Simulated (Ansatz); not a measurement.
# C2H7NSi (SMILES C=N[SiH2]C) at revPBE/6-31G(d) (spherical functions)

What is the electronic atomisation energy of C2H7NSi at revPBE/6-31G* (spherical functions)? 

The results are computed with Ansatz 0.2.0.

63 further runs of the same task are left out: 63 set aside as unsound or not needed. Runs told in other sessions of the task aren't counted.

## (1) The system as given

C2H7NSi: 11 atoms, total charge 0, spin state singlet. SMILES: `C=N[SiH2]C`. The coordinates come from a PBE0-D4/def2-TZVP relaxation. This is one conformer, not always the lowest.

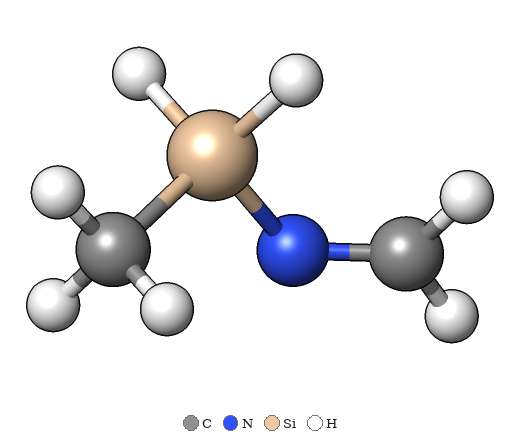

Viewed from a chosen angle; carbon grey, nitrogen blue, silicon light orange, hydrogen white.

## (2) The energy at revPBE/6-31G(d) (spherical functions)

input.yaml reads:

```yaml
crystal:
  periodic: [false, false, false]
  atoms:
    - symbol: C
      position_ang: [-0.763200, 2.027200, 0.389900]
    - symbol: "N"
      position_ang: [-0.749500, 1.001600, -0.336400]
    - symbol: Si
      position_ang: [-0.379200, -0.602800, 0.247400]
    - symbol: C
      position_ang: [1.068600, -1.271000, -0.713200]
    - symbol: H
      position_ang: [-0.997700, 3.009000, -0.039500]
    - symbol: H
      position_ang: [-0.550300, 2.023600, 1.471900]
    - symbol: H
      position_ang: [-0.075100, -0.581600, 1.713400]
    - symbol: H
      position_ang: [-1.590400, -1.434700, 0.023400]
    - symbol: H
      position_ang: [0.849500, -1.270200, -1.783000]
    - symbol: H
      position_ang: [1.292800, -2.296000, -0.407900]
    - symbol: H
      position_ang: [1.959900, -0.662200, -0.545500]
basis:
  gaussian:
    orbitals: 6-31G_st_-spherical.json
total_charge: 0
hamiltonian:
  xc: {name: revPBE}
accuracy: high
output: {orbitals: {seedname: orbitals}}
```

The basis set 6-31G* is read from a file made from the Basis Set Exchange's data (not shown).

The run is started by

```
$ ansatz run input.yaml --threads 1 --pin off --max-ram 3480MiB --events-out events.jsonl --progress --plain --runs-dir runs
```

Standard output:

```text
Warning: RAYON_NUM_THREADS=1 ignored (pool sized by the plan → 1); use --threads N
Functional definition: revPBE
  name "revPBE"
  parameter kappa = 1.245
  parameter beta = 0.06672455060314922
  exchange = pbe_x(kappa = kappa, mu = beta*pi^2/3)
  correlation = pbe_c(beta = beta)
1802 factors; integrals over basis functions are off by at most 3.9e-9 eV
mean field evaluation 1: about -11541.9473 eV, gradient 6.6e1 eV
mean field evaluation 2: about -11517.4019 eV, gradient 1.1e2 eV
mean field evaluation 4: about -11551.9984 eV, gradient 8.2e0 eV
mean field evaluation 8: about -11552.1484 eV, gradient 4.3e-1 eV
mean field evaluation 16: about -11552.1489 eV, gradient 9.6e-6 eV
mean field -11552.14892355 eV, -424.5336426126 hartree, gradient 6.1e-9 eV, S^2 0.000000; 0 other end points of the search recorded, 0 dependent functions left out
reference -11552.14892757 eV, -424.5336427604 hartree; 20, 20 occupied and 54, 54 virtual orbitals, 1802 factors
Total energy: -11552.14892757 eV, -424.5336427604 hartree
```

Run time: 6 s. Hardware: 1 thread of Arm Neoverse V1, shared host; peak memory 0.2 GiB.

## (3) The C atom

molecule.yaml reads:

```yaml
crystal:
  periodic: [false, false, false]
  atoms:
    - symbol: C
      position_ang: [0.000000, 0.000000, 0.000000]
basis:
  gaussian: {orbitals: 6-31G_st_-spherical.json}
hamiltonian: {xc: {name: revPBE}}
magnetization: {spin_polarized: true, initial_magnetization: 2}
accuracy: high
```

The basis set 6-31G* is read from a file made from the Basis Set Exchange's data (not shown).

The run is started by

```
$ ansatz run molecule.yaml --threads 1 --pin off --max-ram 3480MiB --events-out events.jsonl --progress --plain --runs-dir runs
```

Standard output (excerpt; [...] marks lines left out):

```text
Warning: RAYON_NUM_THREADS=1 ignored (pool sized by the plan → 1); use --threads N
[... 6 set-up lines as earlier in the session ...]
96 factors; integrals over basis functions are off by at most 1.1e-9 eV
mean field evaluation 1: about -1029.3260 eV, gradient 4.4e0 eV
mean field evaluation 2: about -1029.4203 eV, gradient 1.9e0 eV
mean field evaluation 4: about -1029.4464 eV, gradient 2.6e-1 eV
mean field evaluation 8: about -1029.4466 eV, gradient 4.6e-5 eV
mean field evaluation 16: about -1029.4466 eV, gradient 5.6e-2 eV
mean field evaluation 32: about -1029.4466 eV, gradient 1.8e-8 eV
mean field -1029.44662886 eV, -37.8314658265 hartree, gradient 1.8e-8 eV, S^2 2.001583; 2 other end points of the search recorded, 0 dependent functions left out
reference -1029.44663049 eV, -37.8314658866 hartree; 4, 2 occupied and 10, 12 virtual orbitals, 96 factors
Total energy: -1029.44663049 eV, -37.8314658866 hartree
```

It took 0.51 s on 1 thread of Arm Neoverse V1, shared host.

## (4) The H atom, same level

input.yaml reads:

```yaml
crystal:
  periodic: [false, false, false]
  atoms:
    - {symbol: H, position_ang: [0.000000, 0.000000, 0.000000]}
basis:
  gaussian: {orbitals: "6-31G*"}
magnetization: {spin_polarized: true, initial_magnetization: 1}
hamiltonian: {xc: {name: revPBE}}
accuracy: high
```

The run is started by

```
$ ansatz run input.yaml --threads 1 --pin off --max-ram 3480MiB --events-out events.jsonl --progress --plain --runs-dir runs
```

Standard output (excerpt; [...] marks lines left out):

```text
Warning: RAYON_NUM_THREADS=1 ignored (pool sized by the plan → 1); use --threads N
[... 6 set-up lines as earlier in the session ...]
3 factors; integrals over basis functions are off by at most 5.4e-10 eV
mean field evaluation 1: about -13.6592 eV, gradient 1.3e-1 eV
mean field evaluation 2: about -13.6582 eV, gradient 1.5e-1 eV
mean field evaluation 4: about -13.6584 eV, gradient 9.0e-7 eV
mean field evaluation 8: about -13.6584 eV, gradient 5.2e-10 eV
mean field -13.65837642 eV, -0.5019360756 hartree, gradient 3.5e-9 eV, S^2 0.750000; 0 other end points of the search recorded, 0 dependent functions left out
reference -13.65837845 eV, -0.5019361500 hartree; 1, 0 occupied and 1, 2 virtual orbitals, 3 factors
Total energy: -13.65837845 eV, -0.5019361500 hartree
```

It took 0.12 s on 1 thread of Arm Neoverse V1, shared host.

## (5) The N atom

molecule.yaml reads:

```yaml
crystal:
  periodic: [false, false, false]
  atoms:
    - {symbol: N, position_ang: [0.000000, 0.000000, 0.000000]}
basis:
  gaussian: {orbitals: 6-31G_st_-spherical.json}
magnetization: {spin_polarized: true, initial_magnetization: 3}
hamiltonian: {xc: {name: revPBE}}
accuracy: high
```

The basis set 6-31G* is read from a file made from the Basis Set Exchange's data (not shown).

Run the same way, it converges to -54.56705 Eh (log not shown).

## (6) The Si atom, same level

job.yaml reads:

```yaml
crystal:
  periodic: [false, false, false]
  atoms:
    - {symbol: Si, position_ang: [0.000000, 0.000000, 0.000000]}
basis:
  gaussian:
    orbitals: 6-31G_st_-spherical.json
hamiltonian:
  xc: {name: revPBE}
accuracy: high
magnetization:
  spin_polarized: true
  initial_magnetization: 2
```

The basis set 6-31G* is read from a file made from the Basis Set Exchange's data (not shown).

Run the same way, it converges to -289.29303 Eh (log not shown).

## (7) Outcome

At revPBE/6-31G* (spherical functions):

| quantity | value |
| --- | --- |
| molecule: total energy | -424.53364 Eh |
| molecule: HOMO energy | -5.36 eV |
| molecule: LUMO energy | -1.46 eV |
| molecule: HOMO–LUMO gap | 3.89 eV |
| C atom: total energy | -37.83147 Eh |
| C atom: ⟨S²⟩ | 2.002 |
| H atom: total energy | -0.50194 Eh |
| H atom: ⟨S²⟩ | 0.750 |
| N atom: total energy | -54.56705 Eh |
| N atom: ⟨S²⟩ | 3.751 |
| Si atom: total energy | -289.29303 Eh |
| Si atom: ⟨S²⟩ | 2.002 |
| electronic atomisation energy | 40.737 eV |

**Reading.** Taking the molecule apart into free atoms costs 40.74 eV (3931 kJ/mol), before zero-point energy and without spin-orbit coupling.
